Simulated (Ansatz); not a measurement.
ClH2InO2···HF

```csv
atom,x (Å),y (Å),z (Å)
In,-0.0219,-0.3731,-0.2350
Cl,0.0827,-0.5190,2.1802
O,1.6818,-0.4667,-1.2108
H,2.4354,-0.5770,-0.6149
O,-1.8095,-0.3663,-1.0525
H,-2.5108,-0.3612,-0.3881
F,0.0372,2.4662,0.9766
H,0.0663,2.0150,1.7869
```

Core potentials replace the inner electrons of In; not at a stationary point (largest force 0.8 eV/Å).

All numbers below come from RKS CAM-B3LYP-D4/def2-SVP (Ansatz 0.2.0).

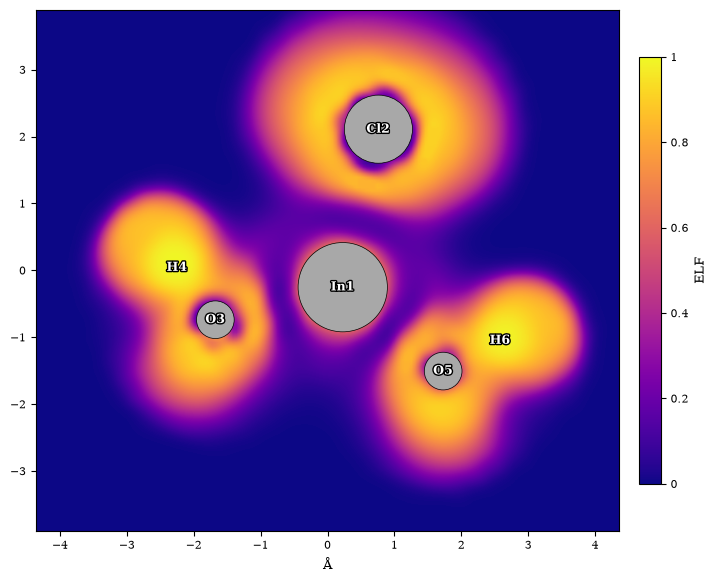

Figure 1. Electron localisation function on the plane of atoms Cl2, In1 and O3. Grey discs cover the atomic cores.

### Describe what can be read from this map.

- The section cuts through In, Cl, O and H sites.
- In–O (1.97 Å): the ELF peaks at about 0.80 in the valence shell of O, 0.6 Å from its nucleus, and drops to about 0.15 between the two atoms.
- In–Cl (2.42 Å): the ELF peaks at about 0.85 in the valence shell of Cl, 0.9 Å from its nucleus, and drops to about 0.15 between the two atoms.
- O–H (0.97 Å): the ELF climbs to about 1 towards the hydrogen, as it does in any bond to H: an ordinary covalent bond to hydrogen.
- The ELF also peaks beside O5, O3 and Cl2, away from the bonds: lone-pair regions.

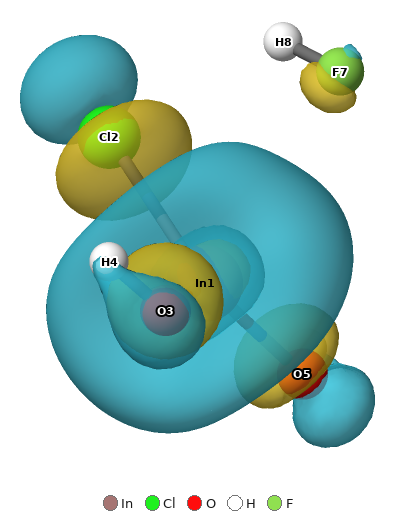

Figure 2. One frontier orbital at ±0.1 Å⁻³ᐟ² (yellow and cyan are the two phases), seen at an oblique angle.

### Which orbital is it: HOMO or LUMO?

The LUMO, at −1.18 eV. Its weight (Hirshfeld) is mainly on In1 (about 50 %), Cl2 (about 15 %), O5 (about 15 %) and O3 (about 15 %).

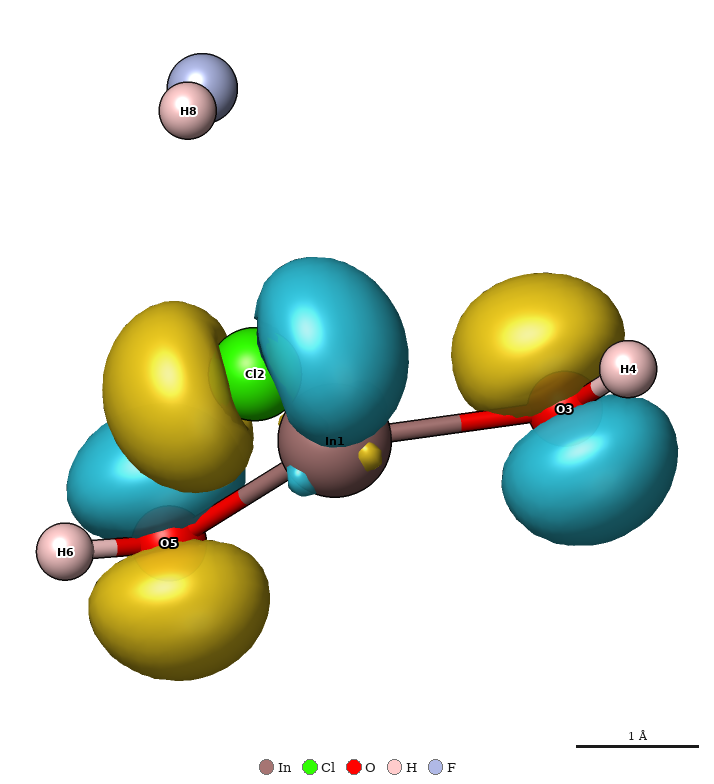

Figure 3. The HOMO−1 at ±0.15 Å⁻³ᐟ² (yellow and cyan are the two phases), seen at a tilt.

### Where does this orbital lie, and at what energy?

By Hirshfeld shares it lies mainly on O3 (about 30 %), O5 (about 30 %), Cl2 (about 25 %) and In1 (about 5 %); largely a combination of lone pairs on O3, O5 and Cl2. Its energy is −10.21 eV.
